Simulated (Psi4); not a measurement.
# CH2FNOSn (SMILES O=C=[N][SnH2][F]) at PBE0/def2-TZVP (density fitting, core potential, sweep point 3)

Aim: the vertical ionisation energy of CH2FNOSn at PBE0/def2-TZVP (density fitting, core potential, sweep point 3), from 2 runs. 

Program for the calculation: Psi4 1.11.

### 1 Starting point

CH2FNOSn: 7 atoms, total charge 0, spin state singlet. As SMILES, `O=C=[N][SnH2][F]`. Geometry: relaxed at PBE0-D4/def2-TZVP. This is one conformer, not always the lowest.

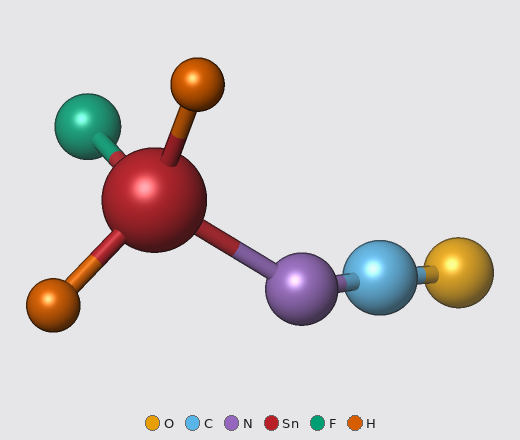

The structure, seen from a chosen angle (oxygen amber, carbon blue, nitrogen purple, tin red, fluorine teal, hydrogen orange).

### 2 A single-point energy at PBE0/def2-TZVP (density fitting, core potential, sweep point 3)

job.dat

```
memory 1600 mb

molecule molecule1 {
  0 1
  O     -0.221700    -2.869300    -0.931600
  C     -0.121500    -1.906800    -0.283800
  N     -0.020900    -0.958200     0.449400
  Sn     0.157400     1.031600     0.318500
  F     -0.877100     1.510000    -1.220100
  H     -0.618600     1.696100     1.665200
  H      1.763800     1.428500    -0.043200
  symmetry c1
}

set {
  reference            rks
  puream               true
  scf_type             df
  dft_radial_points    99
  dft_spherical_points 590
}

energy_value, wavefunction = energy("pbe0/def2-TZVP", return_wfn=True)
```

The run is started by

```console
$ psi4 job.dat job.out -n 1
```

job.out:

```text
[...]
    !!!  WARNING: ECP capability is in beta. Please check occupations closely.  !!!
[...]
  Running in c1 symmetry.
[...]
  Nuclear repulsion =  244.264027025863868
[...]
  Multiplicity = 1
[...]
  Nalpha       = 27
  Nbeta        = 27
[...]
    Number of basis functions: 186
[...]
 WARNING: Atomic UHF is not converging! Try casting from a smaller basis or call Rob at CCMST.
   -------------------------
[...]
   @DF-RKS iter   1:  -482.89999112694386   -1.40842e+00   5.59850e-03 ADIIS/DIIS
[...]
   @DF-RKS iter   9:  -483.30831995605865   -1.54017e-07   7.31536e-07 DIIS
[...]
    Orbital Energies [Eh]
    ---------------------
    Doubly Occupied:
       1A    -24.731435     2A    -19.251314     3A    -14.403600
       4A    -10.355988     5A     -5.196569     6A     -3.531145
       7A     -3.529753     8A     -3.527112     9A     -1.187642
      10A     -1.138586    11A     -1.102021    12A     -1.095002
      13A     -1.093091    14A     -1.091866    15A     -1.074667
      16A     -0.953347    17A     -0.606288    18A     -0.529530
      19A     -0.484143    20A     -0.482730    21A     -0.476060
      22A     -0.427387    23A     -0.426235    24A     -0.403497
      25A     -0.374515    26A     -0.328529    27A     -0.317423
[...]
  @DF-RKS Final Energy:  -483.30831995605865
   => Energetics <=
    Nuclear Repulsion Energy =            244.2640270258638679
    One-Electron Energy =               -1232.0219303512865281
    Two-Electron Energy =                 542.4418310261906981
    DFT Exchange-Correlation Energy =     -37.9922476568266845
    Empirical Dispersion Energy =           0.0000000000000000
    VV10 Nonlocal Energy =                  0.0000000000000000
    Total Energy =                       -483.3083199560585967
[...]
 Multipole Moments:
 ------------------------------------------------------------------------------------
     Multipole            Electronic (a.u.)      Nuclear  (a.u.)        Total (a.u.)
 ------------------------------------------------------------------------------------
 L = 1.  Multiply by 2.5417464519 to convert [e a0] to [Debye]
 Dipole X            :         10.8259767          -10.1364925            0.6894842
 Dipole Y            :         45.0583214          -44.1110157            0.9473058
 Dipole Z            :         19.3676030          -18.3843947            0.9832083
 Magnitude           :                                                    1.5295343
[...]
```

It took 34 s on 1 thread of Intel Xeon Platinum 8259CL at 2.50GHz (Skylake/Cascade Lake), shared host; peak memory 1.1 GiB.

### 3 The doublet cation, same level

calc.inp

```
memory 1600 mb

molecule molecule1 {
  1 2
  O     -0.221700    -2.869300    -0.931600
  C     -0.121500    -1.906800    -0.283800
  N     -0.020900    -0.958200     0.449400
  Sn     0.157400     1.031600     0.318500
  F     -0.877100     1.510000    -1.220100
  H     -0.618600     1.696100     1.665200
  H      1.763800     1.428500    -0.043200
  symmetry c1
}

set basis def2-TZVP
set reference uks
set puream true
set scf_type df
set dft_radial_points 99
set dft_spherical_points 590
set maxiter 100

result, w = energy('pbe0', return_wfn=True)
```

The run is started by

```console
$ psi4 calc.inp calc.out -n 1
```

calc.out:

```text
[...]
    !!!  WARNING: ECP capability is in beta. Please check occupations closely.  !!!
[...]
  Running in c1 symmetry.
[...]
  Nuclear repulsion =  244.264027025863868
[...]
  Multiplicity = 2
[...]
  Nalpha       = 27
  Nbeta        = 26
[...]
    Number of basis functions: 186
[...]
 WARNING: Atomic UHF is not converging! Try casting from a smaller basis or call Rob at CCMST.
   -------------------------
[...]
   @DF-UKS iter   1:  -482.60234740911505   -1.11078e+00   4.86379e-03 DIIS/ADIIS
[...]
   @DF-UKS iter  16:  -482.91108691018383   -2.92926e-07   5.02765e-07 DIIS
[...]
   @S^2 Observed:                7.697713662E-01
[...]
    Orbital Energies [Eh]
    ---------------------
    Alpha Occupied:
       1A    -24.914180     2A    -19.557687     3A    -14.715621
       4A    -10.627704     5A     -5.404861     6A     -3.740879
       7A     -3.736630     8A     -3.734980     9A     -1.425413
      10A     -1.373090    11A     -1.317988    12A     -1.304261
      13A     -1.301343    14A     -1.298387    15A     -1.276008
      16A     -1.248189    17A     -0.854930    18A     -0.795855
      19A     -0.773156    20A     -0.750080    21A     -0.702816
      22A     -0.646033    23A     -0.620039    24A     -0.606171
      25A     -0.598698    26A     -0.582220    27A     -0.561474
    Alpha Virtual:
[...]
  @DF-UKS Final Energy:  -482.91108691018383
   => Energetics <=
    Nuclear Repulsion Energy =            244.2640270258638679
    One-Electron Energy =               -1219.5594740400251794
    Two-Electron Energy =                 530.1016352545718746
    DFT Exchange-Correlation Energy =     -37.7172751505944177
    Empirical Dispersion Energy =           0.0000000000000000
    VV10 Nonlocal Energy =                  0.0000000000000000
    Total Energy =                       -482.9110869101838261
[...]
 Multipole Moments:
 ------------------------------------------------------------------------------------
     Multipole            Electronic (a.u.)      Nuclear  (a.u.)        Total (a.u.)
 ------------------------------------------------------------------------------------
 L = 1.  Multiply by 2.5417464519 to convert [e a0] to [Debye]
 Dipole X            :         10.9054601          -10.1364925            0.7689676
 Dipole Y            :         43.0031658          -44.1110157           -1.1078499
 Dipole Z            :         19.2918736          -18.3843947            0.9074788
 Magnitude           :                                                    1.6254724
[...]
```

Run time: 77 s. Hardware: 1 thread of Intel Xeon Platinum 8259CL at 2.50GHz (Skylake/Cascade Lake), shared host; peak memory 1.1 GiB.

### 4 Results

At PBE0/def2-TZVP (density fitting, core potential, sweep point 3):

| quantity | value |
| --- | --- |
| singlet CH2FNOSn: total energy | -483.30832 Eh |
| singlet CH2FNOSn: dipole moment | 3.89 D |
| singlet CH2FNOSn: HOMO energy | -8.64 eV |
| singlet CH2FNOSn: LUMO energy | -1.07 eV |
| singlet CH2FNOSn: HOMO–LUMO gap | 7.57 eV |
| doublet cation: total energy | -482.91109 Eh |
| doublet cation: HOMO energy (highest over α and β) | -15.07 eV |
| doublet cation: LUMO energy (lowest over α and β) | -12.94 eV |
| doublet cation: ⟨S²⟩ | 0.770 |
| vertical ionisation energy (to the doublet cation) | 10.809 eV |

In words: Removing an electron at fixed nuclei costs 10.81 eV (1043 kJ/mol). −ε(HOMO) before ionisation, 8.64 eV, is 2.17 eV below this ionisation energy.
